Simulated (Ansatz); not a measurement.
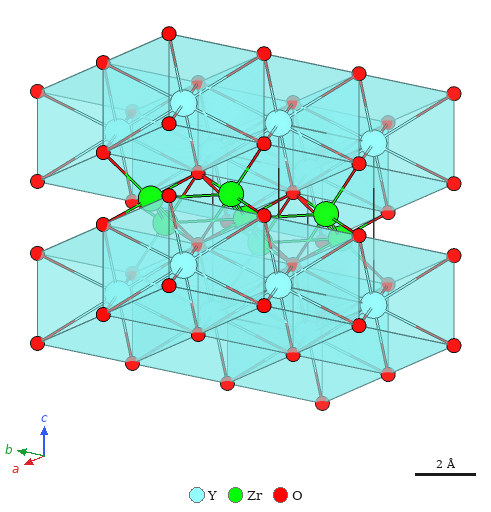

This is the input geometry for a relaxation of crystalline YZr2O2 (a generated structure, set up in P4/mmm). The picture is a polyhedral view of the cell of the calculation, repeated 1 × 2 × 1 with one cell outlined, seen from a free direction.

All numbers below come from DFT PBE, scalar-relativistic, plane waves, PAW (Ansatz 0.2.0).

Input file:
```yaml
crystal:
  lattice:
    - [3.8907015469, 0.0, 0.0]
    - [0.0, 3.8907015469, 0.0]
    - [0.0, 0.0, 5.7262291938]
  atoms:
    - { symbol: "Y", position: [0.0, 0.0, 0.0] }
    - { symbol: Zr, position: [0.5, 0.0, 0.5] }
    - { symbol: Zr, position: [0.0, 0.5, 0.5] }
    - { symbol: O, position: [0.5, 0.5, 0.722184176] }
    - { symbol: O, position: [0.5, 0.5, 0.277815824] }
basis:
  ecutwfc: 420
kpoints:
  mp_grid: { grid: [10, 10, 8] }
hamiltonian:
  xc: pbe
scf:
  occupations: { method: gaussian, width: 0.1 }
output:
  forces: true
  stress: true
  eigenvalues: true
  write_density: true
  write_potential: true
  elf: true
  volumetric_format: npy
relax:
  adjacent_minimum: "off"
  f_tol: 0.01
  max_steps: 80
  cell: { stress_tol: 0.05 }
```

Launched with:
```bash
ansatz run input.yaml --threads 1 --pin off --max-ram 2560MiB --backend cpu --events-out ev --progress --plain --runs-dir out
```

### Predict the outcome.

The energy falls by 0.3 meV per atom in 1 accepted move (3 points after the start). The largest force component goes from 0.075 to 0.0016 eV/Å. The pressure goes from −0.12 to −0.01 GPa. The line search rejected the trial step at point 1 of the run. At 1 point the geometry stayed and the basis and grid were re-selected for the new cell (energy shift of less than 0.05 meV per atom at most each time). The atoms keep their places relative to the cell (all moves are under 0.005 Å). The drawn cell changes as follows: a = b 3.891 → 3.897 Å (+0.2 %), c 5.726 → 5.700 Å (−0.5 %); the volume changes by −0.1 %. Near-neighbour distances that change, for instance: Y1–Zr2 3.461 → 3.452 Å, Zr2–Zr3 2.751 → 2.756 Å. The space group stays P4/mmm (No. 123). Cost: 84 s on 1 thread of Intel(R) Xeon(R) Processor @ 2.70GHz, with other jobs on the host, peak memory 0.54 GiB.

Step by step:

```csv
step,"E − E(0), meV/atom","largest force component, eV/Å","pressure, GPa","volume, Å³/atom",note
0,0.00,0.0747,-0.12,17.336,
1,0.01,0.0492,-0.08,17.310,rejected
2,-0.36,0.0016,-0.01,17.315,
3,-0.32,0.0016,-0.01,17.315,"same geometry, new basis"
```

The structure at the end:

```
CELL_PARAMETERS angstrom
3.89732 0.00000 0.00000
0.00000 3.89732 0.00000
0.00000 0.00000 5.69974
ATOMIC_POSITIONS crystal
Y 0.00000 0.00000 0.00000
Zr 0.50000 0.00000 0.50000
Zr 0.00000 0.50000 0.50000
O 0.50000 0.50000 0.72171
O 0.50000 0.50000 0.27829
```
